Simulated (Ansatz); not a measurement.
BaSrTi2O6 (perovskite [001] superlattice) (P4mm), computed twice by G0W0.

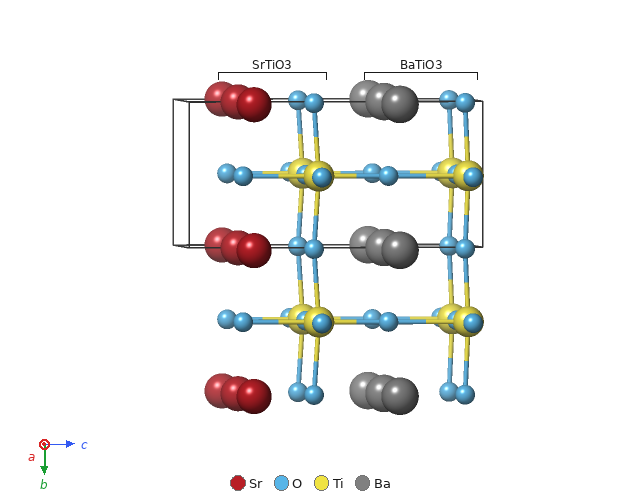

The structure (strontium red, oxygen blue, titanium yellow, barium grey). 2×2×1 cells are drawn. Some periodic images of atoms are drawn too.

The structure was built from a prototype and need not be the compound's stable phase.

```cif
data_structure
_symmetry_space_group_name_H-M 'P 1'
_symmetry_Int_Tables_number 1
_cell_length_a 3.9242
_cell_length_b 3.9242
_cell_length_c 7.9316
_cell_angle_alpha 90.000
_cell_angle_beta 90.000
_cell_angle_gamma 90.000
_cell_volume 122.14
loop_
_atom_site_label
_atom_site_type_symbol
_atom_site_fract_x
_atom_site_fract_y
_atom_site_fract_z
_atom_site_occupancy
Sr1 Sr 0.00000 0.00000 0.12824 1
O2 O 0.50000 0.50000 0.11812 1
Ti3 Ti 0.50000 0.50000 0.37634 1
O4 O 0.50000 0.00000 0.36002 1
O5 O 0.00000 0.50000 0.36002 1
Ba6 Ba 0.00000 0.00000 0.62608 1
O7 O 0.50000 0.50000 0.61396 1
Ti8 Ti 0.50000 0.50000 0.88639 1
O9 O 0.50000 0.00000 0.87539 1
O10 O 0.00000 0.50000 0.87539 1
```

The structure was relaxed with PBEsol. The runs that relaxed it are not among those shown. Spin-orbit coupling is left out unless a run names it.

The first (Ansatz 0.2.0; start PBEsol, 6×6×4 mesh, 411 empty bands, screening to 130 eV, PAW set soft_1 files; 1 × NVIDIA H100 80GB HBM3 (shared by 6 runs) with 3 threads of AMD EPYC 7R13 (Zen 3), shared host) gave, on its mesh: starting gap 1.86 eV, G0W0 gap 3.51 eV, RPA ε∞ (mean) 6.02, 2.6 min.

The second gave: starting gap 1.86 eV, G0W0 gap 3.71 eV, RPA ε∞ (mean) 6.11, 40 s.

Question: What was changed in the input? Choose among start, files, mesh, bands and cutoff, frequency model or another key.

Changed: empty bands from 411 to 104 and screening cutoff (eV) from 130.0 to 52. The starting gap stayed, which rules out the functional and points to the GW step. Other changes could give like numbers; this is the one that was made.

Limits: not at the basis limit; no spin-orbit coupling.

[Paths, hosts, dates, memory and timing lines, banners, echoed tables and standing remarks are left out of the program output.]

[Logs are printed without paths, hosts, clocks, repeated set-up lines and the standing remarks that a program may print on its own settings, such as how far it seeks lower states.]

[Runs of the session that timed out or met a known fault of the program may be left out.]

[Cells called generated may have been cut or substituted from an entry of the Crystallography Open Database or the Materials Project.]

[Hosts, paths, dates, database ids (printed as entryN), source tags and the programs' standing remarks are cut or masked in the printed files.]
